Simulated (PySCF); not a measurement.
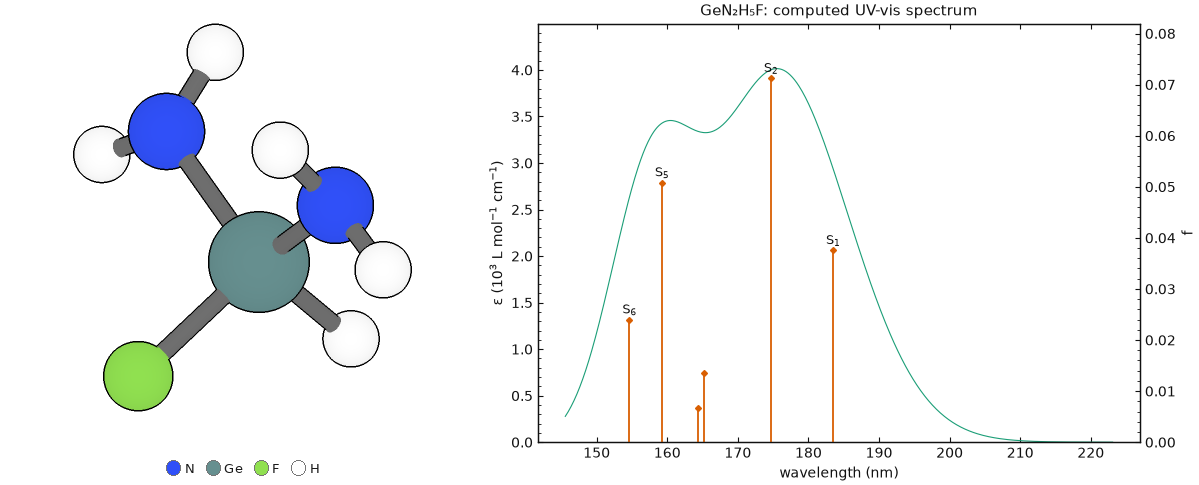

Computed absorption of GeN₂H₅F, SMILES [NH2][GeH]([NH2])[F], singlet. Vertical TDDFT excitations, PBE0/def2-SVPD, PySCF, at a GFN2-xTB geometry (no frequency check), gas phase. The lowest 6 singlet states are shown; each is broadened by a Gaussian of 1/e half-width 0.40 eV. Sticks give oscillator strengths (right axis).

> Where is the maximum of the broadened curve, and how high is it?

At about 7.1 eV (175 nm), with ε near 4000 L mol⁻¹ cm⁻¹.

> Where is the lowest singlet, and is it bright?

S1 lies at 6.76 eV (183 nm) with f = 0.038, mainly HOMO → LUMO (93 %); it is weak.

> Which of the computed transitions is the brightest, and what character does the calculation give it?

S2 at 7.10 eV (175 nm), f = 0.071, mainly HOMO−1 → LUMO (68 %).

Known limits of this run: states above the negative HOMO energy depend on the basis; the tight-binding geometry is rougher than a DFT one and adds to the error; core orbitals are frozen in the response.
